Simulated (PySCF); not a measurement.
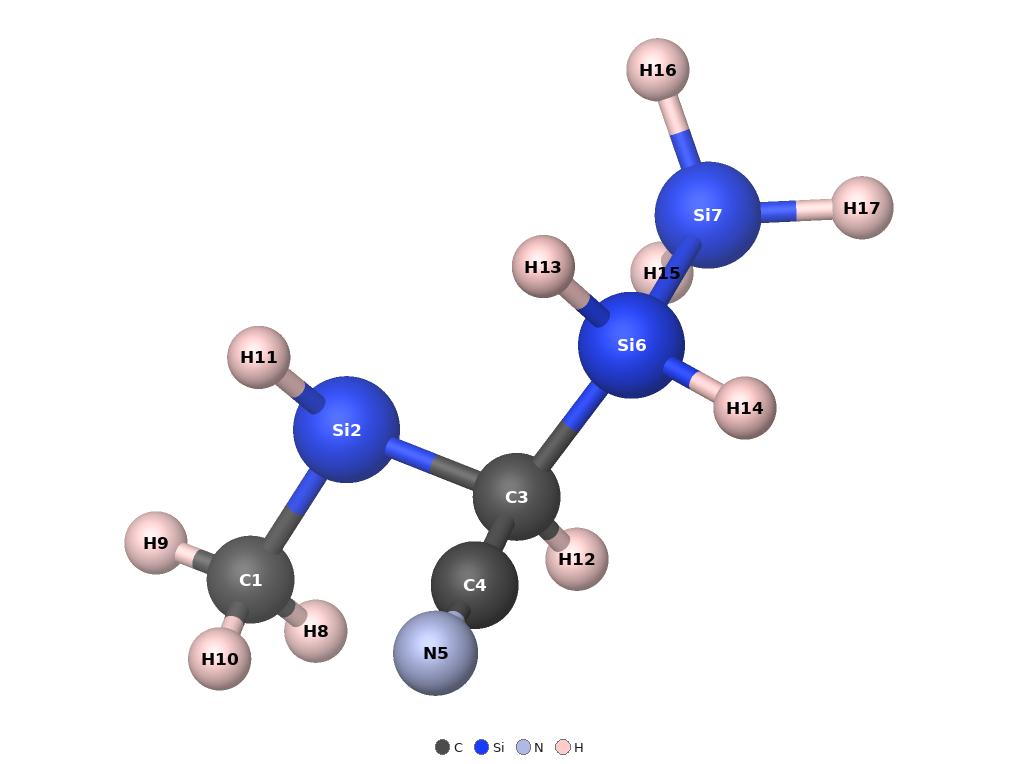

Charge 0, doublet. The computed structure is the end point of a GFN2-xTB optimisation. No frequency run is at hand to confirm it as a minimum. Level of theory: UKS B3LYP, pcH-1 on C H N Si, non-relativistic (PySCF 2.14.0). Fermi-contact and spin-dipolar terms alone, no spin-orbit part.

Question. Which nucleus has the largest dipolar (anisotropic) hyperfine coupling?

Answer. 29Si at Si2: principal values −170.7, 85.2, 85.5 MHz.

List the isotropic and dipolar parts for the most strongly coupled nuclei, one of each equivalent set.

```json
{"atom": "Si2", "isotope": "29Si", "a_iso (MHz)": "−462.3", "dipolar part (MHz)": "−170.7, 85.2, 85.5"}
{"atom": "H11", "isotope": "1H", "a_iso (MHz)": "59.3", "dipolar part (MHz)": "−9.2, 0.8, 8.4"}
{"atom": "C1", "isotope": "13C", "a_iso (MHz)": "23.1", "dipolar part (MHz)": "−4.3, −4.0, 8.3"}
{"atom": "C3", "isotope": "13C", "a_iso (MHz)": "32.0", "dipolar part (MHz)": "−3.6, −3.3, 6.9"}
{"atom": "H8", "isotope": "1H", "a_iso (MHz)": "3.2", "dipolar part (MHz)": "−4.3, −2.5, 6.8"}
{"atom": "H9", "isotope": "1H", "a_iso (MHz)": "0.6", "dipolar part (MHz)": "−4.2, −2.3, 6.5"}
{"atom": "H12", "isotope": "1H", "a_iso (MHz)": "−2.2", "dipolar part (MHz)": "−3.9, −2.3, 6.2"}
{"atom": "C4", "isotope": "13C", "a_iso (MHz)": "28.6", "dipolar part (MHz)": "−3.8, −1.1, 4.9"}
```

The geometry is semi-empirical. Around Si such bond lengths and angles can be off by a tenth of an ångström or more and by several degrees, and values that hang on the shape move with them.
